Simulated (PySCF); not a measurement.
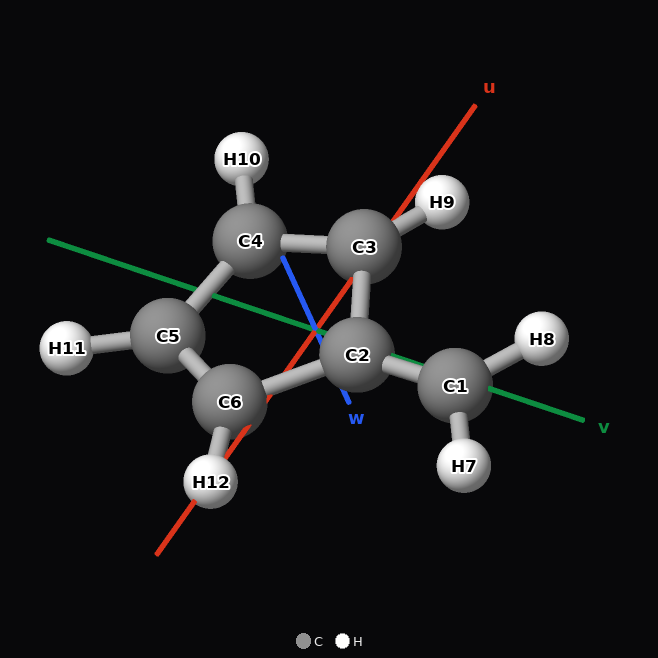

The lines u, v and w are the principal axes of the static dipole polarisability. Geometry: a frame of a GFN2-xTB molecular-dynamics simulation, not a minimum. Method: PBE0/def2-SVPD (PySCF 2.14.0).

Question: Along which axis is the molecule most polarisable, and along which least?

Answer: Most along v (nearly parallel to the C1–C2 bond), least along w.

Question: Give the three principal values.

Answer: u 70.0, v 101.5, w 43.5 bohr³; mean 71.7, anisotropy 50.3 bohr³.
